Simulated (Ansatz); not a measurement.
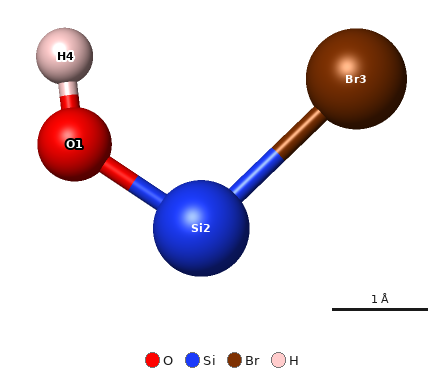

**Figure 1.** The structure as given in the input (ball-and-stick view, seen on its broad side; atoms are numbered from 1 in the order of the input). Bond lengths as drawn: Br–Si 2.27 Å, H–O 0.94 Å and O–Si 1.60 Å.

# What a change does: single-point calculation on SiHBrO

System: SiHBrO, SMILES O[Si]Br.
Method of the first run: RHF-CCSD(T), frozen core/def2-TZVPP (Ansatz 0.2.0).

The geometry: displaced from a GFN2-xTB structure. Text and figures count atoms from 1; the logs count them from 0 in places.

Input, the first run:
```yaml
crystal:
  periodic: [false, false, false]
  atoms:
    - {symbol: O, position_ang: [-0.825500, 0.453100, -0.442200]}
    - {symbol: Si, position_ang: [-0.562300, -0.789300, 0.536700]}
    - {symbol: Br, position_ang: [1.703400, -0.776100, 0.730300]}
    - {symbol: H, position_ang: [-0.219100, 1.040600, -0.849600]}
basis:
  gaussian: {orbitals: def2-TZVPP}
correlation: {method: ccsd_t}
output: {forces: true}
```

Hardware: 4 CPU threads, shared host.

Output (the first run):
```
Functional definition: HF
  exchange = exact_x
  correlation = 0
857 factors; integrals over basis functions are off by at most 8.9e-4 eV
mean field evaluation 1: about -79914.7787 eV, gradient 3.6e1 eV
mean field evaluation 2: about -79914.9298 eV, gradient 3.7e1 eV
mean field evaluation 4: about -79917.3590 eV, gradient 2.4e0 eV
mean field evaluation 8: about -79917.4020 eV, gradient 3.2e-1 eV
mean field evaluation 16: about -79917.4026 eV, gradient 1.1e-6 eV
mean field -79917.40264937 eV, -2936.9103774033 hartree, gradient 1.1e-6 eV, S^2 0.000000; 0 other end points of the search recorded, 0 dependent functions left out
15 core orbitals not correlated: weight in the atoms' cores, before any rotation towards them, 1.000 or more for the frozen orbitals, at most 0.000 for the correlated occupied ones
reference -79917.40264937 eV, -2936.9103774033 hartree; 14, 14 occupied and 106, 106 virtual orbitals, 857 factors
second order -16.60433118 eV of doubles, -0.00000000 eV of singles
cycle   1  -16.56827990 eV  change    3.6e-2 eV  update   9.2e-2
cycle   2  -16.97079235 eV  change   -4.0e-1 eV  update   2.9e-2
cycle   3  -17.05799023 eV  change   -8.7e-2 eV  update   1.6e-2
cycle   4  -17.03819477 eV  change    2.0e-2 eV  update   3.9e-3
cycle   5  -17.03755388 eV  change    6.4e-4 eV  update   1.6e-3
cycle   6  -17.03821866 eV  change   -6.6e-4 eV  update   4.9e-4
cycle   7  -17.03782744 eV  change    3.9e-4 eV  update   1.8e-4
cycle   8  -17.03781030 eV  change    1.7e-5 eV  update   5.4e-5
cycle   9  -17.03783556 eV  change   -2.5e-5 eV  update   1.7e-5
cycle  10  -17.03782654 eV  change    9.0e-6 eV  update   5.7e-6
cycle  11  -17.03782907 eV  change   -2.5e-6 eV  update   2.0e-6
perturbative correction -0.64316090 eV, -0.0236357273 hartree
the calculation of the forces begins
Total energy: -79935.08363935 eV, -2937.5601418003 hartree
Atom 0 at    -0.825500     0.453100    -0.442200 Å, force    -1.288889     0.082287    -0.176184 eV/Å
Atom 1 at    -0.562300    -0.789300     0.536700 Å, force     0.139350    -0.707177     0.562000 eV/Å
Atom 2 at     1.703400    -0.776100     0.730300 Å, force     0.186163    -0.014970     0.025096 eV/Å
Atom 3 at    -0.219100     1.040600    -0.849600 Å, force     0.963377     0.639860    -0.410911 eV/Å
Dipole moment:    -0.102489     0.213393    -0.177167 e Å
```

The input of the second run differs as follows (lines with − go, lines with + come):
```diff
-correlation: {method: ccsd_t}
+hamiltonian: {xc: {name: LC-wPBE}}
```

What does this change do to the results?

The total energies belong to different methods, so their difference says nothing on which is more stable or more accurate. The largest force goes from 1.303 to 1.213 eV/Å. The dipole moment goes from 1.42 to 1.54 D.

Output (the second run):
```
Functional definition: LC-wPBE
  parameter omega = 0.4/bohr
  exchange = pbe_x_sr(omega) + exact_x_lr(omega)
  correlation = pbe_c
874 factors; their error is unknown
242 factors; integrals over basis functions are off by at most 1.3e-4 eV
mean field evaluation 1: about -79972.5422 eV, gradient 5.0e1 eV
mean field evaluation 2: about -79970.8634 eV, gradient 6.1e1 eV
mean field evaluation 4: about -79976.5435 eV, gradient 1.1e0 eV
mean field evaluation 8: about -79976.5461 eV, gradient 3.3e-2 eV
mean field evaluation 16: about -79976.5076 eV, gradient 3.4e-5 eV
mean field -79976.50762686 eV, -2939.0824452632 hartree, gradient 3.4e-5 eV, S^2 0.000000; 0 other end points of the search recorded, 0 dependent functions left out
the calculation of the forces begins
reference -79976.50762686 eV, -2939.0824452633 hartree; 29, 29 occupied and 106, 106 virtual orbitals, 874 factors
Total energy: -79976.50762686 eV, -2939.0824452633 hartree
Atom 0 at    -0.825500     0.453100    -0.442200 Å, force    -1.068507    -0.146577     0.017900 eV/Å
Atom 1 at    -0.562300    -0.789300     0.536700 Å, force     0.210407    -0.554096     0.451513 eV/Å
Atom 2 at     1.703400    -0.776100     0.730300 Å, force    -0.048450     0.026890    -0.028274 eV/Å
Atom 3 at    -0.219100     1.040600    -0.849600 Å, force     0.906549     0.673783    -0.441140 eV/Å
Dipole moment:    -0.106802     0.232637    -0.192424 e Å
```

The two runs side by side:

| quantity | the first run | the second run |
| --- | --- | --- |
| outcome | converged | converged |
| total energy (hartree) | −2937.560142 | −2939.082445 |
| dipole moment (D) | 1.42 | 1.54 |
| largest force (eV/Å) | 1.303 | 1.213 |
| basis functions | 135 | 135 |
| wall time (shared host) | 43 s | 1.2 s |
